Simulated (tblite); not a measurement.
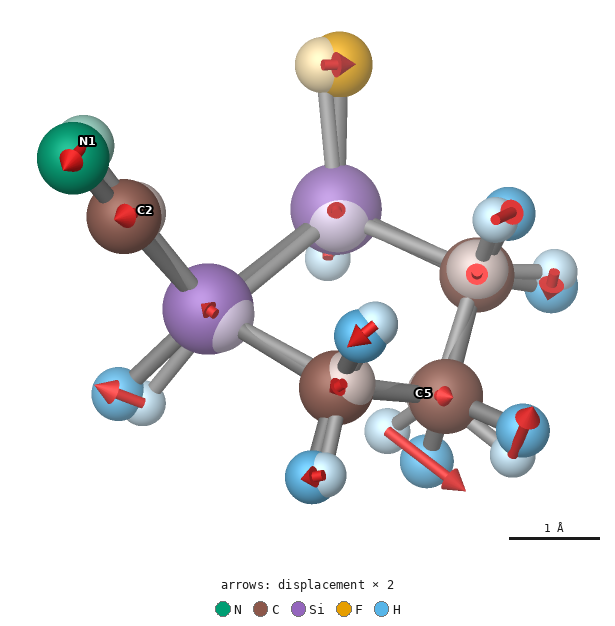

This is a relaxation of C4H8FNSi2. The starting structure is drawn faded, the final one solid; red arrows show the displacements, magnified 2 times. The two geometries are superimposed by the best rigid fit.

The picture is a ball-and-stick view, seen from a free direction.

Level of theory: GFN2-xTB geometry optimisation, gas phase (tblite). 

Question: What did the optimiser do to the structure, and how much energy did it gain?

Answer: The energy falls by 70.2 kJ/mol in 62 geometry steps. The atom that moves furthest after the best rigid fit is an H atom (0.58 Å). By element the largest moves are H 0.58 Å, N 0.30 Å, F 0.20 Å, C 0.19 Å, Si 0.11 Å. Among the contacts that change: C–Si 1.785 → 1.869 Å, Si–Si 2.239 → 2.310 Å, F–Si 1.673 → 1.618 Å, C–Si 1.884 → 1.919 Å. Among the angles between lasting bonds that change: F–Si–H 114.2° → 102.2°, Si–Si–H 111.8° → 122.4°, C–Si–H 115.0° → 104.4°. Groups turn about C–C by about 20°, C–C by about 20°.
